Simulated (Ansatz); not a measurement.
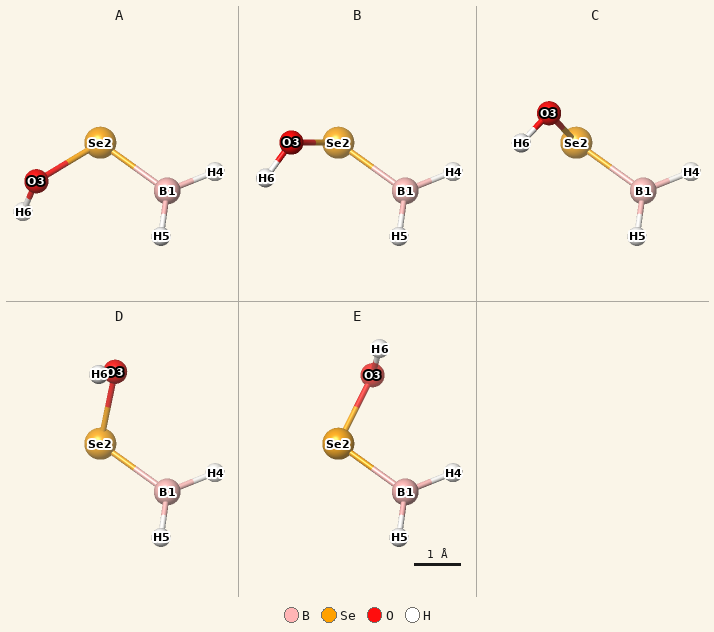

A scan of BH$_{3}$SeO along one coordinate. A ball-and-stick model, seen from a free direction.

Level of theory: PBE0-D4 (def2-TZVPP, Ansatz), on geometries moved rigidly from the minimum at PBE0-D4/def2-TZVP. Energies are counted from the PBE0-D4/def2-TZVP minimum geometry at the same level.

Q: Which coordinate changes from frame to frame?

A: The H4–B1–Se2–O3 dihedral angle is varied, with the rest of the molecule carried along rigidly. In the frames the dihedral is −177.9° (A), −138.5° (B), −112.8° (C), −61.3° (D), −9.9° (E). Their energies are 0.000 eV, 0.429 eV, 1.067 eV, 1.034 eV, 0.068 eV.
